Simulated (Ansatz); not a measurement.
Nudged elastic band, with input and output: SiH2ClF

The run: nudged elastic band of SiH2ClF. Method and program: RKS BLYP-D4/def2-SVP (Ansatz 0.2.0).

It belongs to a series of runs on one base structure; here: band between the two ends. Figures and captions count atoms from 1; the log counts them from 0 in places.

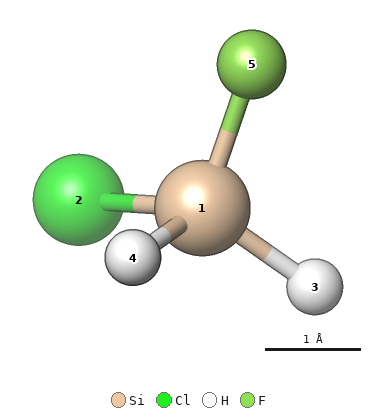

Figure 1. The structure as given in the input (ball-and-stick view, seen at a tilt; atoms are numbered from 1 in the order of the input).

### Input
```yaml
crystal:
  periodic: [false, false, false]
  atoms:
    - { symbol: Si, position_ang: [0.299901, 0.019022, 0.094234] }
    - { symbol: Cl, position_ang: [0.671769, -0.000298, 2.136021] }
    - { symbol: H, position_ang: [1.598782, -0.025191, -0.637627] }
    - { symbol: H, position_ang: [-0.523562, 1.216352, -0.24083] }
    - { symbol: F, position_ang: [-0.55629, -1.315884, -0.297097] }
basis:
  gaussian: { orbitals: def2-SVP }
hamiltonian:
  xc: blyp
  dispersion: d4
neb:
  order_check: false
  images: 7
  f_tol: 0.05
  max_iterations: 60
  final_atoms:
    - { symbol: Si, position_ang: [-0.32510408, 0.1926788, -0.83590877] }
    - { symbol: Cl, position_ang: [1.46972896, 0.20102613, 1.41350671] }
    - { symbol: H, position_ang: [2.48623415, -0.29896984, 0.76862392] }
    - { symbol: H, position_ang: [-1.13945422, 1.07572522, 0.16208053] }
    - { symbol: F, position_ang: [-1.00080481, -1.27645932, -0.45360139] }
  initial_path:
    images:
      - { positions_ang: [[0.299901, 0.019022, 0.094234], [0.671769, -0.000298, 2.136021], [1.598782, -0.025191, -0.637627], [-0.523562, 1.216352, -0.24083], [-0.55629, -1.315884, -0.297097]] }
      - { positions_ang: [[0.22490942, 0.01416586, 0.07068862], [0.82172592, 0.00014532, 2.0901197], [1.61305031, -0.01847475, -0.44883418], [-0.56500559, 1.20978088, -0.30217267], [-0.60408006, -1.3116163, -0.35510047]] }
      - { positions_ang: [[0.14991783, 0.00930972, 0.04714323], [0.97168284, 0.00058864, 2.04421841], [1.62731863, -0.01175851, -0.26004136], [-0.60644918, 1.20320976, -0.36351535], [-0.65187012, -1.3073486, -0.41310393]] }
      - { positions_ang: [[0.07492625, 0.00445358, 0.02359785], [1.12163976, 0.00103195, 1.99831711], [1.64158694, -0.00504226, -0.07124853], [-0.64789277, 1.19663864, -0.42485802], [-0.69966018, -1.30308091, -0.4711074]] }
      - { positions_ang: [[-6.534e-05, -0.00040256, 5.246e-05], [1.27159668, 0.00147527, 1.95241581], [1.65585525, 0.00167398, 0.11754429], [-0.68933636, 1.19006752, -0.4862007], [-0.74745023, -1.29881321, -0.52911086]] }
      - { positions_ang: [[-0.08132502, 0.04786778, -0.20893784], [1.32112975, 0.05136299, 1.81768854], [1.86344998, -0.07348697, 0.2803142], [-0.80186583, 1.16148194, -0.32413039], [-0.81078888, -1.29322474, -0.5102335]] }
      - { positions_ang: [[-0.16258471, 0.09613812, -0.41792815], [1.37066282, 0.1012507, 1.68296126], [2.0710447, -0.14864793, 0.4430841], [-0.91439529, 1.13289637, -0.16206009], [-0.87412752, -1.28763626, -0.49135613]] }
      - { positions_ang: [[-0.24384439, 0.14440846, -0.62691846], [1.42019589, 0.15113841, 1.54823398], [2.27863942, -0.22380888, 0.60585401], [-1.02692475, 1.1043108, 1.022e-05], [-0.93746617, -1.28204779, -0.47247876]] }
      - { positions_ang: [[-0.32510408, 0.1926788, -0.83590877], [1.46972896, 0.20102613, 1.41350671], [2.48623415, -0.29896984, 0.76862392], [-1.13945422, 1.07572522, 0.16208053], [-1.00080481, -1.27645932, -0.45360139]] }
```

Launch command:
```bash
ansatz run input.yaml --threads 1 --pin off --max-ram 2048MiB --backend cpu --events-out ev --progress --plain --runs-dir out
```

### Log
```
Engine: ansatz 0.2.0, aarch64-unknown-linux-gnu
Functional definition: BLYP
  parameter beta = 0.0042
  parameter a = 0.04918
  parameter b = 0.132
  parameter c = 0.2533
  parameter d = 0.349
  exchange = b88_x(beta = beta)
  correlation = lyp_c(a = a, b = b, c = c, d = d)
655 factors; their error is unknown
mean field evaluation 1: about -23141.3590 eV, gradient 3.3e1 eV
mean field evaluation 2: about -23135.3274 eV, gradient 7.2e1 eV
mean field evaluation 4: about -23143.2223 eV, gradient 1.8e0 eV
mean field evaluation 8: about -23143.2304 eV, gradient 2.7e-2 eV
mean field evaluation 16: about -23143.1785 eV, gradient 3.1e-5 eV
mean field -23143.17847737 eV, -850.4961220335 hartree, gradient 3.1e-5 eV, S^2 0.000000; 0 other end points of the search recorded, 0 dependent functions left out
the calculation of the forces begins
reference -23143.17874211 eV, -850.4961317624 hartree; 21, 21 occupied and 39, 39 virtual orbitals, 655 factors
655 factors; their error is unknown
mean field evaluation 32: about -23140.5712 eV, gradient 1.4e-5 eV
mean field -23140.57119616 eV, -850.4003062165 hartree, gradient 1.4e-5 eV, S^2 0.000000; 0 other end points of the search recorded, 0 dependent functions left out
[... from here on the field's lines of each further geometry are left out, up to the last ...]
NEB iter   1: max|band force component| = 7.573e0 eV/Å  barrier→ = 4.2745 eV  barrier← = 1.6626 eV  Δτ_max = 0.1955 Å  (218 SCF iters)
NEB iter   2: max|band force component| = 3.849e0 eV/Å  barrier→ = 3.1726 eV  barrier← = 0.5607 eV  Δτ_max = 0.1973 Å  (214 SCF iters)
NEB iter   3: max|band force component| = 1.934e0 eV/Å  barrier→ = 3.1828 eV  barrier← = 0.5709 eV  Δτ_max = 0.1883 Å  (211 SCF iters)
NEB iter   4: max|band force component| = 1.394e0 eV/Å  barrier→ = 2.8402 eV  barrier← = 0.2283 eV  Δτ_max = 0.1316 Å  (221 SCF iters)
NEB iter   5: max|band force component| = 2.629e0 eV/Å  barrier→ = 2.8353 eV  barrier← = 0.2234 eV  Δτ_max = 0.0608 Å  (208 SCF iters)
NEB iter   6: max|band force component| = 5.165e-1 eV/Å  barrier→ = 2.7820 eV  barrier← = 0.1701 eV  Δτ_max = 0.0596 Å  (191 SCF iters)
NEB iter   7: max|band force component| = 2.265e-1 eV/Å  barrier→ = 2.7574 eV  barrier← = 0.1455 eV  CI = image 4  Δτ_max = 0.0337 Å  (194 SCF iters)
NEB iter   8: max|band force component| = 1.029e-1 eV/Å  barrier→ = 2.7549 eV  barrier← = 0.1430 eV  CI = image 4  Δτ_max = 0.0125 Å  (188 SCF iters)
NEB iter   9: max|band force component| = 6.175e-2 eV/Å  barrier→ = 2.7542 eV  barrier← = 0.1423 eV  CI = image 4  Δτ_max = 0.0126 Å  (192 SCF iters)
the calculation of the forces begins
reference -23140.55127300 eV, -850.3995740537 hartree; 21, 21 occupied and 39, 39 virtual orbitals, 655 factors
655 factors; their error is unknown
mean field evaluation 704: about -23140.2594 eV, gradient 8.0e0 eV
mean field -23140.42092521 eV, -850.3947838608 hartree, gradient 1.6e-5 eV, S^2 0.000000; 1 other end points of the search recorded, 0 dependent functions left out
the calculation of the forces begins
reference -23140.42119554 eV, -850.3947937954 hartree; 21, 21 occupied and 39, 39 virtual orbitals, 655 factors
NEB iter  10: max|band force component| = 2.048e-2 eV/Å  barrier→ = 2.7541 eV  barrier← = 0.1422 eV  CI = image 4  Δτ_max = 0.0000 Å  (339 SCF iters)
```

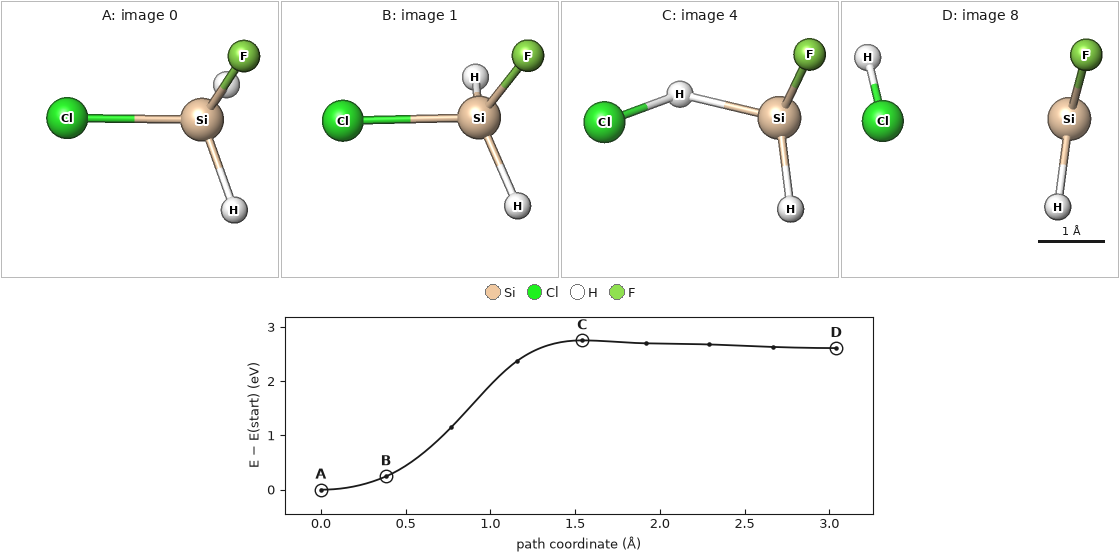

Figure 2. Images of the last band (counted from 0; ball-and-stick, seen at a tilt) above the energy along the path; the line is a cubic interpolation that uses the forces. The highest image is number 4, 2.754 eV above the start and 0.142 eV above the end (the climbing image); the end lies 2.612 eV above the start. The path is 3.04 Å long. The band converged in 10 iterations.

```
Total energy: -23140.61688989 eV, -850.4019854301 hartree
Atom 0 at     0.163553     0.013487    -0.539475 Å, force     0.001747     0.004238     0.001688 eV/Å
Atom 1 at     1.329515     0.094079     1.885489 Å, force     0.000226     0.000279     0.000339 eV/Å
Atom 2 at     1.598113    -0.078904     0.392099 Å, force     0.002044    -0.000099    -0.000118 eV/Å
Atom 3 at    -0.781365     1.167050    -0.226604 Å, force    -0.000296    -0.003776    -0.001295 eV/Å
Atom 4 at    -0.819216    -1.301711    -0.456808 Å, force    -0.003721    -0.000642    -0.000614 eV/Å
Dipole moment:     0.053928     0.176984    -0.297602 e Å
this run last wrote the band of iteration 10 to [file]
```

### The last band as extended XYZ (Å, eV, eV/Å)
```
5
Properties=species:S:1:pos:R:3:forces:R:3 image=0 energy=-23143.37075
Si    0.2999    0.0190    0.0942   -0.0040  -0.0028  -0.0143
Cl    0.6718   -0.0003    2.1360    0.0028   0.0037   0.0083
H     1.5988   -0.0252   -0.6376   -0.0035  -0.0022   0.0040
H    -0.5236    1.2164   -0.2408    0.0015   0.0016   0.0047
F    -0.5563   -1.3159   -0.2971    0.0033  -0.0004  -0.0026
5
Properties=species:S:1:pos:R:3:forces:R:3 image=1 energy=-23143.12436
Si    0.2524    0.0165    0.0561    0.1417   0.0129   0.4781
Cl    0.8564    0.0440    2.0589   -0.6258  -0.0941   0.2980
H     1.6576   -0.0656   -0.3885   -0.0604   0.0537  -1.0056
H    -0.6384    1.1788   -0.2623    0.2897   0.0084  -0.0070
F    -0.6374   -1.2796   -0.4096    0.2549   0.0191   0.2365
5
Properties=species:S:1:pos:R:3:forces:R:3 image=2 energy=-23142.21509
Si    0.2143    0.0139   -0.0753    0.1744  -0.0172   1.9679
Cl    1.0273    0.0728    1.9773   -1.2835  -0.0559   0.3225
H     1.6746   -0.0844   -0.1104    0.2994  -0.0444  -2.2090
H    -0.7154    1.1760   -0.2645    0.3809  -0.0102  -0.2047
F    -0.7102   -1.2844   -0.4724    0.4287   0.1277   0.1233
5
Properties=species:S:1:pos:R:3:forces:R:3 image=3 energy=-23141.00075
Si    0.1938    0.0156   -0.3036    0.1488  -0.0178   1.3946
Cl    1.1765    0.0857    1.9392   -0.8261   0.0167   0.2637
H     1.6403   -0.0861    0.1465    0.2601  -0.0764  -1.5021
H    -0.7533    1.1783   -0.2481    0.1878   0.0666  -0.1501
F    -0.7669   -1.2995   -0.4794    0.2294   0.0109  -0.0062
5
Properties=species:S:1:pos:R:3:forces:R:3 image=4 energy=-23140.61662
Si    0.1636    0.0135   -0.5395    0.0017   0.0042   0.0017
Cl    1.3295    0.0941    1.8855    0.0002   0.0003   0.0003
H     1.5981   -0.0789    0.3921    0.0020  -0.0001  -0.0001
H    -0.7814    1.1670   -0.2266   -0.0003  -0.0038  -0.0013
F    -0.8192   -1.3017   -0.4568   -0.0037  -0.0006  -0.0006
5
Properties=species:S:1:pos:R:3:forces:R:3 image=5 energy=-23140.67061
Si    0.0367    0.0240   -0.6944   -0.0122   0.0045  -0.0289
Cl    1.5289    0.0923    1.8581    0.0248   0.0012  -0.0076
H     1.7654   -0.0675    0.5384    0.0295  -0.0001   0.0487
H    -0.9054    1.1365   -0.1817   -0.0195  -0.0033  -0.0042
F    -0.9350   -1.2913   -0.4657   -0.0227  -0.0024  -0.0080
5
Properties=species:S:1:pos:R:3:forces:R:3 image=6 energy=-23140.69173
Si   -0.0990    0.0606   -0.7556   -0.0306   0.0039  -0.0145
Cl    1.5300    0.0725    1.7603   -0.0160   0.0024  -0.0106
H     2.0878   -0.0821    0.5840    0.0773  -0.0061   0.0285
H    -1.0115    1.1265   -0.0869   -0.0162  -0.0066  -0.0020
F    -1.0167   -1.2835   -0.4471   -0.0145   0.0063  -0.0013
5
Properties=species:S:1:pos:R:3:forces:R:3 image=7 energy=-23140.73768
Si   -0.2189    0.1146   -0.7933   -0.0290   0.0079  -0.0165
Cl    1.4797    0.0685    1.5921   -0.0304   0.0107  -0.0413
H     2.3711   -0.1302    0.6640    0.0854  -0.0178   0.0447
H    -1.0868    1.1156    0.0262   -0.0184  -0.0021   0.0107
F    -1.0545   -1.2745   -0.4342   -0.0077   0.0013   0.0024
5
Properties=species:S:1:pos:R:3:forces:R:3 image=8 energy=-23140.75887
Si   -0.3251    0.1927   -0.8359    0.0016   0.0192  -0.0003
Cl    1.4697    0.2010    1.4135    0.0067   0.0005  -0.0026
H     2.4862   -0.2990    0.7686   -0.0026  -0.0009   0.0044
H    -1.1395    1.0757    0.1621    0.0009  -0.0058  -0.0047
F    -1.0008   -1.2765   -0.4536   -0.0066  -0.0130   0.0032
```

### Key numbers

- outcome: converged
- barrier, forward: 2.754 eV
- barrier, backward: 0.142 eV
- hardware: 1 thread of Arm Neoverse V2, 24 GiB of memory available, shared host
- wall time: 73 s
- peak memory: 0.1 GiB

The order of the saddle point was not checked.
